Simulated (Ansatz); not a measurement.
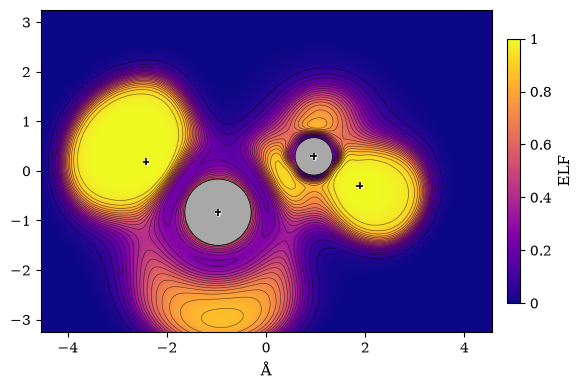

The ELF on a plane through atoms (crosses mark nuclei in the plane; grey discs cover the cores).

Computed with isolated molecule in a Gaussian basis; Kohn-Sham density functional theory, functional PBE0 (Ansatz).

Candidates:
A. GaH$_{3}$Si$_{2}$ (SMILES [Si]1[SiH2][GaH]1)
B. BClH$_{4}$NO (doublet)
C. CH$_{3}$ClIn (SMILES Cl[CH2][InH]) (doublet)

**Which candidate gave the map?**

Candidate C: CH$_{3}$ClIn on the plane of atoms In3, C1 and H4, which holds C, In and H. C–In (2.24 Å): the ELF peaks at about 0.95 in the valence shell of C, 0.7 Å from its nucleus, and drops to about 0.20 between the two atoms. C–H (1.10 Å): the ELF climbs to about 1 towards the hydrogen, as it does in any bond to H (a covalent bond by its length).
